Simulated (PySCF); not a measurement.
Vertical excitations of a molecule C4H2ClF from TDA-ωB97X/def2-SVPD in PySCF, as energy in eV (oscillator strength): 5.70 (0.000), 5.81 (0.409), 5.97 (0.000), 7.01 (0.000), 7.27 (0.003), 7.54 (0.572), 7.99 (0.000), 8.33 (0.035), 8.53 (0.084), 8.64 (0.015). Lowest triplet (TDA): 3.38 eV. Coordinates come from a B3LYP-D3(BJ)/def2-SVP optimisation. One conformer was computed; it need not be the lowest.

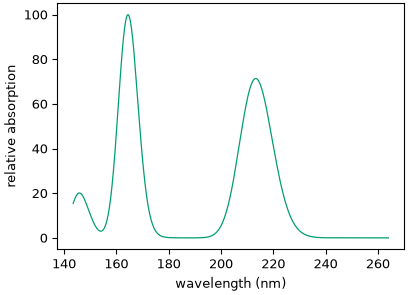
Figure: The lines broadened by 0.4 eV.

Problem. Which molecule gave these data?
(A) C#C/C(F)=C\Cl
(B) C#C/C(Cl)=C\F
(C) C#C/C=C(\F)Cl

Solution. C, C#C/C=C(\F)Cl
